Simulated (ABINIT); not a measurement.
# InP (F-43m): G0W0 with ABINIT, start to end, part 2 of 2

How does a plane-wave GW calculation on InP (F-43m) run from the first input to the gap?

ABINIT 10.8.3; PBE and many-body steps on it, plane waves. Known limits of the many-body steps: not at the basis limit; mesh may overstate the screening; no spin-orbit coupling; coarse k mesh.

So far. Step 2 (Ground state): The gap is direct, at Γ. Step 3 (Bands along the symmetry lines): The gap is 0.709 eV, as in the run before at this level.

The database entry behind the starting cell differs from later determinations by our own check (0.1 to 0.3 % short, probably kX units), so it need not match the best structure at ambient conditions.

### Step 4. Empty states on the mesh, 4×4×4 mesh, 135 bands

Level of this step: DFT, PBE, plane waves, norm-conserving pseudopotentials (ABINIT).

The sums over transitions need many empty states on a uniform mesh; this step solves for them.

run.abi

```
acell 3*1.0 Angstrom
rprim 
  -0.000000000000 2.930500000000 2.930500000000
  2.930500000000 -0.000000000000 2.930500000000
  2.930500000000 2.930500000000 -0.000000000000
ntypat 2
znucl 49 15
natom 2
typat 1 2
xred 
  0.000000000000 0.000000000000 0.000000000000
  0.250000000000 0.250000000000 0.250000000000
pp_dirpath "pseudos"
pseudos "In.upf, P.upf"
ecut 33
ngkpt 4 4 4
nshiftk 1
shiftk 0 0 0
kptopt 1
chksymbreak 0
irdden 1
istwfk *1
nband 135
prtvol 0
optdriver 6
gwr_task "HDIAGO"
paral_kgb 0
occopt 1
indata_prefix "in"
outdata_prefix "out"
tmpdata_prefix "tmp"
```

Started as:

```bash
OMP_NUM_THREADS=1 mpirun -n 4 abinit run.abi > log
```

Numbers of over 12 decimals in the logs are rounded to 6 here.

Log:

```text
[banner, memory and clock lines left out]
.Version 10.8.3 of ABINIT. v10.8.2 released Aug 2026.

 Symmetries : space group F-4 3 m (#216); Bravais cF (face-center cubic)
[... echo of the input left out ...]
== DATASET  1 ==================================================================
-   mpi_nproc: 4, omp_nthreads: 1 (-1 if OMP is not activated)

--- !DatasetInfo
iteration_state: {dtset: 1, }
dimensions: {natom: 2, nkpt: 8, mband: 135, nsppol: 1, nspinor: 1, nspden: 1, mpw: 3119, }
cutoff_energies: {ecut:  33.0, pawecutdg:  -1.0, }
electrons: {nelect:   2.60000000E+01, charge:   0.00000000E+00, occopt:   1.00000000E+00, tsmear:   1.00000000E-02, }

.Using double precision arithmetic; gwpc =  8

- Reading GS density from: in_DEN

--- Pseudopotential description ------------------------------------------------
- In Generated using ONCVPSP code by D. R. Hamann
- 49.00000  21.00000  171031                  znucl, zion, pspdat
12 -101130 2 -1 1964                          pspcod,pspxc,lmax,lloc,mmax
     nproj     2     2     2
  pspatm : epsatm=   33.77322108
         --- l  ekb(1:nproj) -->
             0    8.444792   -0.551410
             1    2.489821   -1.164509
             2   -3.311344   -0.947824
 pspatm: atomic psp has been read  and splines computed

- P Generated using ONCVPSP code by D. R. Hamann
- 15.00000   5.00000  171031                  znucl, zion, pspdat
12 -101130 2 -1 1298                          pspcod,pspxc,lmax,lloc,mmax
     nproj     2     2     2
  pspatm : epsatm=    8.05910421
         --- l  ekb(1:nproj) -->
             0    6.598722    1.052341
             1    3.369366    0.884600
             2   -3.154982   -0.827415
 pspatm: atomic psp has been read  and splines computed

   1.08764046E+03                                ecore*ucvol(ha*bohr**3)

 Total charge density [el/Bohr^3]
)     Maximum=    2.8178E+00  at reduced coord.    0.0222    0.0667    0.9111
)     Minimum=    2.0063E-03  at reduced coord.    0.5111    0.4889    0.4889
   Integrated=    2.6000E+01

 === KS gaps after direct diagonalization ===
 Direct band gap semiconductor
 Fundamental gap:     0.709 (eV)
   VBM:     4.964 (eV) at k: [ 0.0000E+00,  0.0000E+00,  0.0000E+00]
   CBM:     5.673 (eV) at k: [ 0.0000E+00,  0.0000E+00,  0.0000E+00]
 Direct gap:         0.709 (eV) at k: [ 0.0000E+00,  0.0000E+00,  0.0000E+00]

== END DATASET(S) ==============================================================

 -outvars: echo values of variables after computation  --------
           etotal      0.0000000000E+00
            nband         135
             nkpt           8
          spgroup         216
 [... the other variables as echoed above ...]

 Calculation completed.
```

It took 44 s on 4 MPI ranks of Arm Neoverse V2, shared host; peak memory 2.3 GiB.

This step gave:

```yaml
gap: 0.7091 eV
k_of_the_valence_top: 0, 0, 0
k_of_the_conduction_bottom: 0, 0, 0
least_direct_gap: 0.7091 eV
k_points_computed: 8
lowest_point_of_the_top_converged_band_above_the_valence_top: 89.2566 eV
```

On this mesh the gap is 0.709 eV.

### Step 5. Screening, 4×4×4 mesh, 127 bands, screening to 163.3 eV

The RPA dielectric matrix is built and inverted for each q.

This step: RPA screening on PBE, plane waves, norm-conserving pseudopotentials.

Changes to run.abi since step 4:

```diff
@@ -20,10 +20,11 @@
 chksymbreak 0
-irdden 1
 istwfk *1
-nband 135
-prtvol 0
-optdriver 6
-gwr_task "HDIAGO"
-paral_kgb 0
 occopt 1
+irdwfk 1
+optdriver 3
+nband 127
+ecuteps 6
+inclvkb 2
+awtr 1
+symchi 1
 indata_prefix "in"
```

Log:

```text
.Version 10.8.3 of ABINIT. v10.8.2 released Aug 2026.

 Symmetries : space group F-4 3 m (#216); Bravais cF (face-center cubic)
[... echo of the input left out ...]
== DATASET  1 ==================================================================
-   mpi_nproc: 4, omp_nthreads: 1 (-1 if OMP is not activated)

--- !DatasetInfo
iteration_state: {dtset: 1, }
dimensions: {natom: 2, nkpt: 8, mband: 127, nsppol: 1, nspinor: 1, nspden: 1, mpw: 3119, }
cutoff_energies: {ecut:  33.0, pawecutdg:  -1.0, }
electrons: {nelect:   2.60000000E+01, charge:   0.00000000E+00, occopt:   1.00000000E+00, tsmear:   1.00000000E-02, }

 SCREENING: Calculation of the susceptibility and dielectric matrices

 Based on a program developped by R.W. Godby, V. Olevano, G. Onida, and L. Reining.
 Incorporated in ABINIT by V. Olevano, G.-M. Rignanese, and M. Torrent.
.Using double precision arithmetic ; gwpc =  8

[... cell and pseudopotentials left out ...]
--------------------------------------------------------------------------------

 ==== K-mesh for the wavefunctions ====
 Number of points in the irreducible wedge :     8
[... list of points left out ...]
 Together with 24 symmetry operations and time-reversal symmetry
 yields    64 points in the full Brillouin Zone.

 ==== Q-mesh for the screening function ====
 Number of points in the irreducible wedge :     8
[... list of points left out ...]
 Together with 24 symmetry operations and time-reversal symmetry
 yields    64 points in the full Brillouin Zone.

 setmesh: FFT mesh size selected  =    30x   30x   30
          total number of points  =        27000

 vcoul_init : cutoff-mode = AUXILIARY_FUNCTION
 q-points for optical limit:   1
     1)      0.000010    0.000020    0.000030

- screening: taking advantage of time-reversal symmetry
- Maximum band index for partially occupied states nbvw = 13
- Remaining bands to be divided among processors   nbcw = 114
- Number of bands treated by each node ~28

 Number of electrons calculated from density =   26.0000; Expected =   26.0000
 average of density, n =  0.076546
 r_s =    1.4610
 omega_plasma =   26.6880 [eV]

 calculating chi0 at frequencies [eV] :
  1    0.000000E+00    0.000000E+00
  2    0.000000E+00    2.668802E+01

--------------------------------------------------------------------------------
  q-point number  1        q = ( 0.000000, 0.000000, 0.000000) [r.l.u.]
--------------------------------------------------------------------------------
[... chi0 elements left out ...]
 For q-point:  0.000010 0.000020 0.000030
  dielectric constant =  44.4578
  dielectric constant without local fields =  46.9354

  Average fulfillment of the sum rule on Im[epsilon] for q-point    1 :     67.31  [%]
[... wings left out ...]
  q-point number  2        q = ( 0.250000, 0.000000, 0.000000) [r.l.u.]
--------------------------------------------------------------------------------
[... chi0 elements left out ...]
  Average fulfillment of the sum rule on Im[epsilon] for q-point    2 :     78.77  [%]

 [... 6 further q-points ...]
```

It took 35 s on 4 MPI ranks; peak memory 0.94 GiB; 2.3 min of CPU time.

Numbers from this step:

```
ε∞ with local fields, on this mesh, along the program's q direction : 44.46
the same without local fields                                       : 46.94
plasma frequency                                                    : 26.69 eV
plane waves in the screening matrix                                 : 259
```

Local fields lower ε∞ by 5 %. On a Γ-centred mesh this coarse the value itself is usually too large, while a short band sum pulls it down.

### Step 6. Self-energy, 4×4×4 mesh, 127 bands, screening to 163.3 eV

The self-energy is evaluated for the states that the input lists, and the levels follow from it, in one-shot runs by the linearised quasiparticle equation.

This step: G0W0 on PBE, plane waves, norm-conserving pseudopotentials.

Changes to run.abi since step 5:

```diff
@@ -23,8 +23,15 @@
 irdwfk 1
-optdriver 3
+optdriver 4
 nband 127
+gwcalctyp 0
+ecutsigx 33
+symsigma 1
+nkptgw 1
+kptgw 
+  0.0000000000 0.0000000000 0.0000000000
+bdgw 
+  11 17
 ecuteps 6
-inclvkb 2
-awtr 1
-symchi 1
+irdscr 1
+ppmodel 1
 indata_prefix "in"
```

Log:

```text
.Version 10.8.3 of ABINIT. v10.8.2 released Aug 2026.

 Symmetries : space group F-4 3 m (#216); Bravais cF (face-center cubic)
[... echo of the input left out ...]
== DATASET  1 ==================================================================
-   mpi_nproc: 4, omp_nthreads: 1 (-1 if OMP is not activated)

--- !DatasetInfo
iteration_state: {dtset: 1, }
dimensions: {natom: 2, nkpt: 8, mband: 127, nsppol: 1, nspinor: 1, nspden: 1, mpw: 3119, }
cutoff_energies: {ecut:  33.0, pawecutdg:  -1.0, }
electrons: {nelect:   2.60000000E+01, charge:   0.00000000E+00, occopt:   1.00000000E+00, tsmear:   1.00000000E-02, }

 SIGMA: Calculation of the GW corrections

 Based on a program developped by R.W. Godby, V. Olevano, G. Onida, and L. Reining.
 Incorporated in ABINIT by V. Olevano, G.-M. Rignanese, and M. Torrent.
.Using double precision arithmetic ; gwpc =  8

[... cell and pseudopotentials left out ...]
--------------------------------------------------------------------------------

 ==== K-mesh for the wavefunctions ====
 Number of points in the irreducible wedge :     8
[... list of points left out ...]
 Together with 24 symmetry operations and time-reversal symmetry
 yields    64 points in the full Brillouin Zone.

 ==== Q-mesh for screening function ====
 Number of points in the irreducible wedge :     8
[... list of points left out ...]
 Together with 24 symmetry operations and time-reversal symmetry
 yields    64 points in the full Brillouin Zone.

 vcoul_init : cutoff-mode = AUXILIARY_FUNCTION
 q-points for optical limit:   1
     1)      0.000010    0.000020    0.000030
 setmesh: FFT mesh size selected  =    45x   45x   45
          total number of points  =        91125

 Number of electrons calculated from density =   26.0000; Expected =   26.0000
 average of density, n =  0.076546
 r_s =    1.4610
 omega_plasma =   26.6880 [eV]

 === KS Band Gaps ===
  >>>> For spin  1
   Minimum direct gap =   0.7091 [eV], located at k-point      :   0.0000  0.0000  0.0000
   Fundamental gap    =   0.7091 [eV], Top of valence bands at :   0.0000  0.0000  0.0000
                                       Bottom of conduction at :   0.0000  0.0000  0.0000
 SIGMA fundamental parameters:
 PLASMON POLE MODEL  1
 number of plane-waves for SigmaX                 3119
 number of plane-waves for SigmaC and W            259
 number of plane-waves for wavefunctions          3119
 number of bands                                   127
 number of independent spin polarizations            1
 number of spinorial components                      1
 number of k-points in IBZ                           8
 number of q-points in IBZ                           8
 number of symmetry operations                      24
 number of k-points in BZ                           64
 number of q-points in BZ                           64
 number of frequencies for dSigma/dE                 9
 frequency step for dSigma/dE [eV]                0.25
 number of omega for Sigma on real axis              0
 max omega for Sigma on real axis  [eV]           0.00
 zcut for avoiding poles [eV]                     0.10

 EPSILON^-1 parameters (SCR file):
 dimension of the eps^-1 matrix on file            259
 dimension of the eps^-1 matrix used               259
 number of plane-waves for wavefunctions          3119
 number of bands                                   127
 number of q-points in IBZ                           8
 number of frequencies                               2
 number of real frequencies                          1
 number of imag frequencies                          1

 matrix elements of self-energy operator (all in [eV])

 Perturbative Calculation

--- !SelfEnergy_ee
iteration_state: {dtset: 1, }
kpoint     : [   0.000,    0.000,    0.000, ]
spin       : 1
KS_gap     :    0.709
QP_gap     :    1.369
Delta_QP_KS:    0.660
data: !SigmaeeData |
     Band     E0 <VxcDFT>   SigX SigC(E0)      Z dSigC/dE  Sig(E)    E-E0       E
       11   4.964 -12.923 -14.819   1.169   0.776  -0.289 -13.487  -0.564   4.400
       12   4.964 -12.923 -14.819   1.169   0.776  -0.289 -13.487  -0.564   4.400
       13   4.964 -12.923 -14.819   1.169   0.776  -0.289 -13.487  -0.564   4.400
       14   5.673 -11.725  -7.716  -3.888   0.791  -0.265 -11.629   0.096   5.769
       15   9.052 -10.790  -6.317  -4.252   0.795  -0.258 -10.614   0.176   9.227
       16   9.052 -10.790  -6.317  -4.252   0.795  -0.258 -10.614   0.176   9.227
       17   9.052 -10.790  -6.317  -4.252   0.795  -0.258 -10.614   0.176   9.227

== END DATASET(S) ==============================================================
================================================================================

 -outvars: echo values of variables after computation  --------
           etotal      0.0000000000E+00
            nband         127
             nkpt           8
          spgroup         216
 [... the other variables as echoed above ...]

 Calculation completed.
```

It took 7.4 s on 4 MPI ranks; peak memory 0.82 GiB.

This step gave:

| Item | Value |
| --- | --- |
| G0W0 gap on the points computed | 1.369 eV |
| starting gap on the mesh | 0.7091 eV |
| k of the valence top | 0, 0, 0 |
| k of the conduction bottom | 0, 0, 0 |
| Z at the valence top | 0.776 |
| Z at the conduction bottom | 0.791 |
| least direct G0W0 gap on the computed points | 1.369 eV |

The gap on the mesh goes from 0.71 eV to 1.37 eV, a correction of +0.66 eV.

Limits: finite bands, cutoff and mesh; no spin-orbit coupling; coarse k mesh. v1 is the top filled band, c1 the lowest empty one. Levels before and after the correction, in eV, zero at the valence-band top of each column:

|  | conduction bottom | valence top |
| --- | --- | --- |
| Kohn-Sham | 0.71 | 0.00 |
| G0W0 | 1.37 | 0.00 |

|  | level | energy (eV) |
| --- | --- | --- |
| Kohn-Sham | Γ v3-v1 | 0.000 |
| Kohn-Sham | Γ c1 | 0.709 |
| Kohn-Sham | Γ c2-c4 | 4.087 |
| G0W0 | Γ v3-v1 | 0.000 |
| G0W0 | Γ c1 | 1.369 |
| G0W0 | Γ c2-c4 | 4.827 |

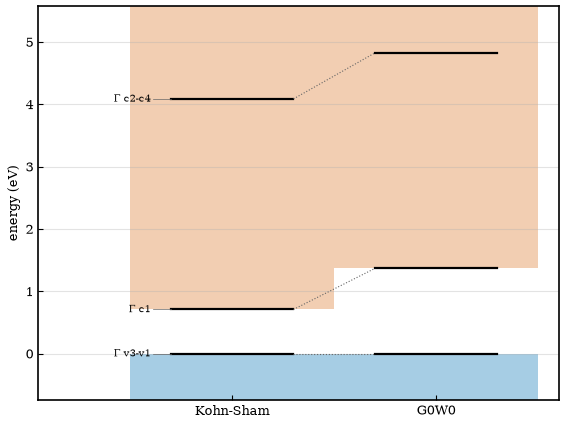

Levels before and after the correction. Shaded: valence and conduction bands.

### Step 7. Where the time went

Times are wall times on 4 MPI ranks of Arm Neoverse V2, shared host, good to a factor of about two.

| step | time | share | memory (GiB) |
| --- | --- | --- | --- |
| ground state | 11 s | 10 % | 0.32 |
| bands along the symmetry lines | 14 s | 13 % | 0.3 |
| empty states on the mesh | 44 s | 39 % | 2.3 |
| screening | 35 s | 31 % | 0.94 |
| self-energy | 7.4 s | 7 % | 0.82 |

### Step 8. Outcome

| Quantity | Value |
| --- | --- |
| PBE gap | 0.71 eV, direct |
| G0W0 gap on the mesh | 1.37 eV |
| GW settings | 4×4×4 mesh, 127 bands, screening to 163.3 eV, Godby-Needs plasmon pole |
| known limits | not at the basis limit; mesh may overstate the screening; no spin-orbit coupling; coarse k mesh |

G0W0 moves the gap on the mesh from 0.71 eV to 1.37 eV (+0.66 eV), with Z of 0.78 and 0.79 at the edges. Local fields lower the RPA ε∞ on this mesh from 46.94 to 44.46; a Γ-centred mesh this coarse tends to raise both, most where the direct gap is narrow, while a short band sum lowers them. Only 1 of the mesh's irreducible points was corrected, so a valley elsewhere could overtake. Bands and cutoff are finite, so the gap is not at the basis limit. The miss can reach some tenths of an eV and take either sign; the mesh is an error of its own. In the G0W0 run levels were corrected at 1 k point alone, so a gap called «on the mesh» is the least over those, and an edge elsewhere would be missed. The 4×4×4 mesh is coarse for this cell, which bears on the long-range parts of exchange and screening. The RPA ε∞ on this mesh reaches over 25; with a narrow direct gap a coarse mesh can overstate it, and the correction is then too small. The many-body steps are scalar-relativistic: spin-orbit coupling is not in them.

[Paths, hosts, dates, memory and timing lines, banners, echoed tables and standing remarks are left out of the program output.]

[Logs are printed without paths, hosts, clocks, repeated set-up lines and the standing remarks that a program may print on its own settings, such as how far it seeks lower states.]

[Runs of the session that timed out or met a known fault of the program may be left out.]

[Hosts, paths, dates, database ids (printed as entryN), source tags and the programs' standing remarks are cut or masked in the printed files.]

[G0W0 gaps are taken among the corrected bands and points alone; a level outside them can change the order at an edge.]

[Where Ansatz stands beside ABINIT at settings called matched, ABINIT's density can come from a denser mesh and the files from another edition; pairs whose starting gaps differed by over 0.03 eV were left out, so agreement reads better than it is.]
